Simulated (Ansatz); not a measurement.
**Single-point calculation, with input and output: CH8OSi3 (charge +4)**

The run: single-point calculation of CH8OSi3, charge +4. Method and program: RKS RPBE-d4/6-31++G** (Ansatz 0.2.0).

Some settings of this run were made unusual or wrong on purpose. The geometry comes from this level: PBE0-D4/def2-TZVP.

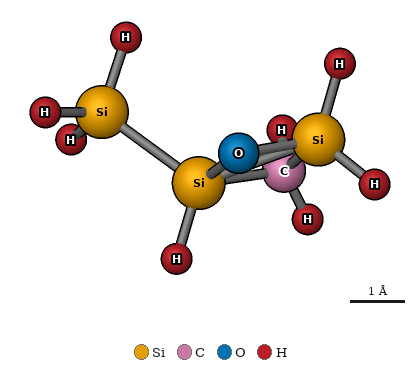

Fig. 1: The structure (ball-and-stick view, seen at a tilt).

## What the run reported

- outcome: converged
- total energy: −26775.6368 eV
- mean-field energy: −26774.8840 eV
- dispersion energy: −0.7528 eV
- SCF solution under orbital rotations: stable
- largest force (length of the vector): 3.282 eV/Å
- hardware: 4 threads of Arm Neoverse V2, 23 GiB of memory available, shared host
- wall time: 22 s (CPU time 82 s)
- peak memory: 0.68 GiB

## What went wrong

This input holds a deliberate fault: charge. The program still converged, but the numbers can't be taken as results for the intended system.

## Input file
```yaml
crystal:
  periodic: [false, false, false]
  atoms:
    - {symbol: Si, position_ang: [-2.352626, 0.011268, -0.054157]}
    - {symbol: Si, position_ang: [-0.173678, 0.244682, 0.771197]}
    - {symbol: C, position_ang: [1.109793, -0.991253, 0.128692]}
    - {symbol: Si, position_ang: [1.879682, 0.572016, -0.592576]}
    - {symbol: O, position_ang: [0.652623, 1.517401, 0.043809]}
    - {symbol: H, position_ang: [-3.171172, 1.220100, 0.230929]}
    - {symbol: H, position_ang: [-2.312981, -0.209467, -1.525677]}
    - {symbol: H, position_ang: [-3.001333, -1.166837, 0.585616]}
    - {symbol: H, position_ang: [-0.182724, 0.391659, 2.253927]}
    - {symbol: H, position_ang: [1.693239, -1.501825, 0.895097]}
    - {symbol: H, position_ang: [0.751133, -1.718042, -0.600275]}
    - {symbol: H, position_ang: [1.920281, 0.645671, -2.075510]}
    - {symbol: H, position_ang: [3.208264, 0.949929, -0.046072]}
basis:
  gaussian: {orbitals: "6-31++G**"}
total_charge: 4
hamiltonian: {xc: {name: RPBE}, dispersion: d4}
accuracy: high
output: {forces: true}
```

Run as:
```bash
ansatz run in.yaml --threads 4 --pin off --events-out ev --progress --plain --max-ram 10444MiB
```

## The program's output
```
Functional definition: RPBE
  name "RPBE"
  cite "Hammer, Hansen & Nørskov, Phys. Rev. B 59, 7413 (1999) doi:10.1103/PhysRevB.59.7413"
  cite "Perdew, Burke & Ernzerhof, Phys. Rev. Lett. 77, 3865 (1996) doi:10.1103/PhysRevLett.77.3865"
  parameter kappa = 0.804
  parameter beta = 0.06672455060314922
  exchange = rpbe_x(kappa = kappa, mu = beta*pi^2/3)
  correlation = pbe_c(beta = beta)
3265 factors; integrals over basis functions are off by at most 3.9e-9 eV
mean field evaluation 1: about -26661.1998 eV, gradient 1.8e2 eV
mean field evaluation 2: about -24699.2389 eV, gradient 4.8e2 eV
mean field evaluation 4: about -26714.8111 eV, gradient 1.3e2 eV
mean field evaluation 8: about -26764.5642 eV, gradient 4.1e1 eV
mean field evaluation 16: about -26773.5647 eV, gradient 1.5e1 eV
mean field evaluation 32: about -26762.6271 eV, gradient 3.9e1 eV
mean field evaluation 64: about -26771.4793 eV, gradient 8.4e0 eV
mean field evaluation 96: about -26774.6980 eV, gradient 3.4e0 eV
mean field -26774.88395032 eV, -983.9588365062 hartree, gradient 3.0e-8 eV, S^2 0.000000; 6 other end points of the search recorded, 0 dependent functions left out
the calculation of the forces begins
reference -26774.88396879 eV, -983.9588371849 hartree; 30, 30 occupied and 125, 125 virtual orbitals, 3265 factors
Total energy: -26775.63677453 eV, -983.9865022855 hartree
Atom 0 at    -2.352626     0.011268    -0.054157 Å, force    -2.929537    -1.363068    -0.575932 eV/Å
Atom 1 at    -0.173678     0.244682     0.771197 Å, force     1.123944     1.225371     0.995616 eV/Å
Atom 2 at     1.109793    -0.991253     0.128692 Å, force    -0.044176    -2.707777    -0.329974 eV/Å
Atom 3 at     1.879682     0.572016    -0.592576 Å, force     1.046701     1.322178    -0.338968 eV/Å
Atom 4 at     0.652623     1.517401     0.043809 Å, force    -1.132903     1.914193     0.208062 eV/Å
Atom 5 at    -3.171172     1.220100     0.230929 Å, force    -0.417996     2.314924    -0.022081 eV/Å
Atom 6 at    -2.312981    -0.209467    -1.525677 Å, force     0.009549     0.259639    -1.731952 eV/Å
Atom 7 at    -3.001333    -1.166837     0.585616 Å, force     0.431257    -1.402168     1.013632 eV/Å
Atom 8 at    -0.182724     0.391659     2.253927 Å, force    -0.049531     0.195116     1.651573 eV/Å
Atom 9 at     1.693239    -1.501825     0.895097 Å, force     0.540558    -0.961125     0.888149 eV/Å
Atom 10 at     0.751133    -1.718042    -0.600275 Å, force     0.027264    -1.084414    -0.654218 eV/Å
Atom 11 at     1.920281     0.645671    -2.075510 Å, force    -0.199757    -0.174047    -2.073828 eV/Å
Atom 12 at     3.208264     0.949929    -0.046072 Å, force     1.594626     0.461179     0.969921 eV/Å
Dipole moment:    -0.367903    -0.699766    -0.179194 e Å
```
